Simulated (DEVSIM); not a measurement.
Structure: abrupt Si n-p junction, at 300 K.

```tsv
layer (left to right)	material	thickness (μm)	Nd (cm⁻³)	Na (cm⁻³)	τn (s)	τp (s)
1	Si	41.0	7.3e15	-	1.7e-5	1.7e-5
2	Si	18.0	-	1.9e14	1.7e-5	1.7e-5
```

Left contact: ohmic. Right contact: ohmic. Voltage is applied to the left contact. Recombination: SRH at mid-gap, radiative. Mobility is μmin + (μ − μmin)/(1 + (N/Nref)^α).

The device is made up for the run: typed textbook-type constants, with dimensions and the other settings drawn at random. Values at 300 K.

| parameter | Si |
|---|---|
| gap (eV) | 1.124 |
| affinity (eV) | 4.05 |
| permittivity | 11.7 |
| Nc (cm⁻³) | 2.86e19 |
| Nv (cm⁻³) | 3.1e19 |
| μn (cm²/Vs) | 1417 |
| μp (cm²/Vs) | 470 |
| μn,min | 52 |
| μp,min | 45 |
| Nref,n | 9.7e16 |
| Nref,p | 2.2e17 |
| αn | 0.68 |
| αp | 0.72 |
| B (cm³/s) | 4.7e-15 |

Model (solved in DEVSIM): 1D drift-diffusion, Boltzmann statistics, complete ionisation; no tunnelling, impact ionisation, image-force lowering or self-heating.

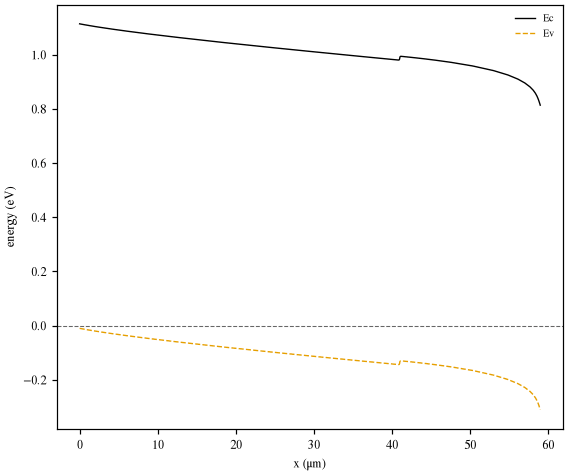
Figure: Band edges at -0.9 V on the left contact

Energies count from the Fermi level of the right contact; mesh points crowd at the junctions.

| x (μm) | Ec (eV) | Ev (eV) | n (cm⁻³) | p (cm⁻³) | field (V/cm) |
|---|---|---|---|---|---|
| 0.000 | 1.114 | -0.010 | 7.3e15 | 16000 | -55 |
| 0.04822 | 1.114 | -0.010 | 7.3e15 | 1.9e13 | -55 |
| 0.1932 | 1.113 | -0.011 | 7.4e15 | 7.6e13 | -54 |
| 0.6292 | 1.111 | -0.013 | 7.5e15 | 2.4e14 | -52 |
| 2.929 | 1.100 | -0.024 | 8.2e15 | 9.1e14 | -44 |
| 8.854 | 1.077 | -0.048 | 9.3e15 | 2.0e15 | -36 |
| 24.95 | 1.025 | -0.099 | 1.0e16 | 3.2e15 | -29 |
| 37.32 | 0.990 | -0.134 | 1.1e16 | 3.5e15 | -28 |
| 39.79 | 0.983 | -0.141 | 1.1e16 | 3.6e15 | -28 |
| 40.61 | 0.981 | -0.143 | 1.1e16 | 3.6e15 | -28 |
| 40.89 | 0.980 | -0.144 | 1.1e16 | 3.7e15 | 52 |
| 40.99 | 0.986 | -0.138 | 8.6e15 | 4.6e15 | 1700 |
| 41.03 | 0.991 | -0.133 | 7.0e15 | 5.7e15 | 810 |
| 41.15 | 0.994 | -0.130 | 6.2e15 | 6.3e15 | ≈ 0 |
| 41.71 | 0.992 | -0.132 | 6.0e15 | 6.2e15 | -29 |
| 43.18 | 0.988 | -0.136 | 5.5e15 | 5.7e15 | -32 |
| 47.60 | 0.972 | -0.152 | 4.1e15 | 4.2e15 | -43 |
| 54.86 | 0.925 | -0.199 | 1.6e15 | 1.8e15 | -100 |
| 58.10 | 0.869 | -0.255 | 4.4e14 | 6.1e14 | -350 |
| 58.72 | 0.838 | -0.286 | 1.9e14 | 3.1e14 | -730 |
| 58.92 | 0.821 | -0.303 | 6.8e13 | 2.2e14 | -920 |
| 59.00 | 0.814 | -0.310 | 610000 | 1.9e14 | -950 |
